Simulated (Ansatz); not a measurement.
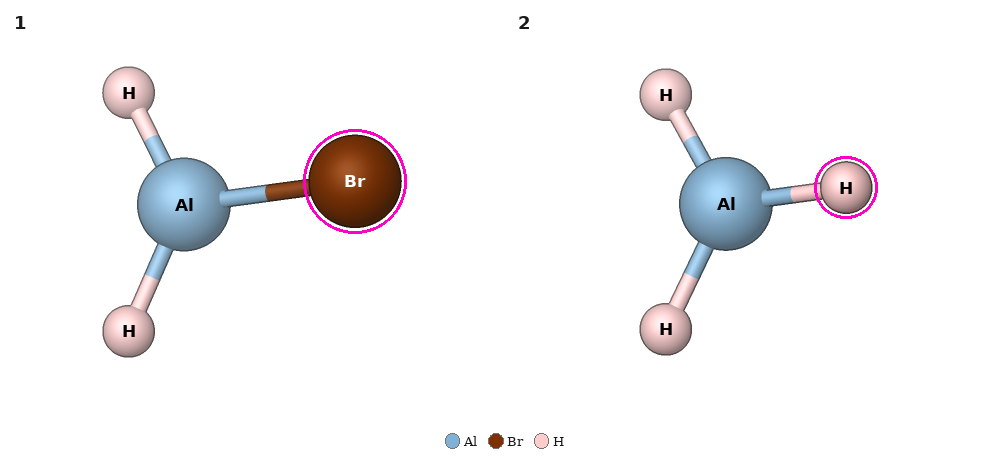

2 molecules with one skeleton, seen from the same side and at one scale; the atom that differs is circled. Charge 0, singlet. Computed geometries: PBE0-D4/def2-TZVP optimisations, one conformation each. Properties computed with Ansatz 0.2.0.

One atom differs, called X below: Br in panel 1, H in panel 2. Their formulas are AlBrH2 (`[AlH2][Br]`), AlH3 (`[AlH3]`).

> In which is the vertical ionisation energy higher (PBE-D4/def2-TZVPP)?

In panel 2 (X = H).

> In which is the length of X–Al larger (PBE0-D4/def2-TZVP)?

In panel 1 (X = Br).

Give the values. With PBE0-D4/def2-TZVP: length of X–Al (Å), mean angle X–Al–H (°). With CAM-B3LYP-D4/def2-TZVPP: HOMO energy (Kohn–Sham orbital) (eV), HOMO–LUMO gap (eV). With PBE-D4/def2-TZVPP: dipole moment (D), vertical ionisation energy (eV).

```json
{"quantity": "length of X–Al (Å)", "1 (Br)": "2.257", "2 (H)": "1.586", "2 − 1": "−0.671"}
{"quantity": "mean angle X–Al–H (°)", "1 (Br)": "117.6", "2 (H)": "120.0", "2 − 1": "+2.4"}
{"quantity": "HOMO energy (Kohn–Sham orbital) (eV)", "1 (Br)": "−9.60", "2 (H)": "−10.01", "2 − 1": "−0.41"}
{"quantity": "HOMO–LUMO gap (eV)", "1 (Br)": "8.77", "2 (H)": "9.15", "2 − 1": "+0.38"}
{"quantity": "dipole moment (D)", "1 (Br)": "1.07", "2 (H)": "0.00", "2 − 1": "−1.07"}
{"quantity": "vertical ionisation energy (eV)", "1 (Br)": "10.18", "2 (H)": "10.93", "2 − 1": "+0.75"}
```
